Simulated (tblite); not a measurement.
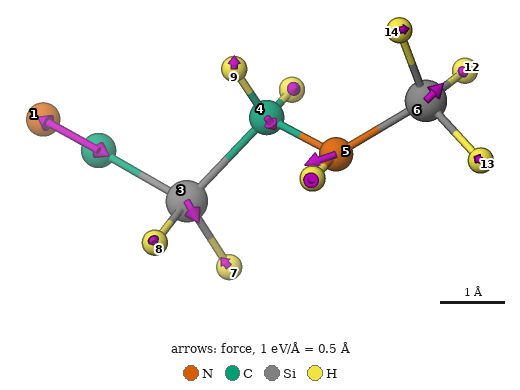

Starting geometry of C2H8N2Si2 with the computed forces as purple arrows. A ball-and-stick model, seen at a tilt.

The calculation used GFN2-xTB geometry optimisation, gas phase (tblite). 

What follows when this structure is relaxed?

Answer. It isn't relaxed: the largest force vector, on an N atom, is 2.82 eV/Å. The final displacements have little in common with the starting forces (cosine between the two patterns 0.11). Over 76 geometry steps the energy falls by 5.46 kcal/mol. An H atom moves most after the best rigid fit: 0.53 Å. Largest moves by element: H 0.53 Å, N 0.23 Å, C 0.22 Å, Si 0.09 Å. Some distances before and after: C–N 1.170 → 1.146 Å, C–N 1.474 → 1.450 Å, H–Si 1.486 → 1.468 Å, H–N 1.026 → 1.008 Å. Among the angles between lasting bonds that change: Si–N–H 106.2° → 118.0°, N–Si–H 106.3° → 114.9°, H–Si–H 107.2° → 112.6°.
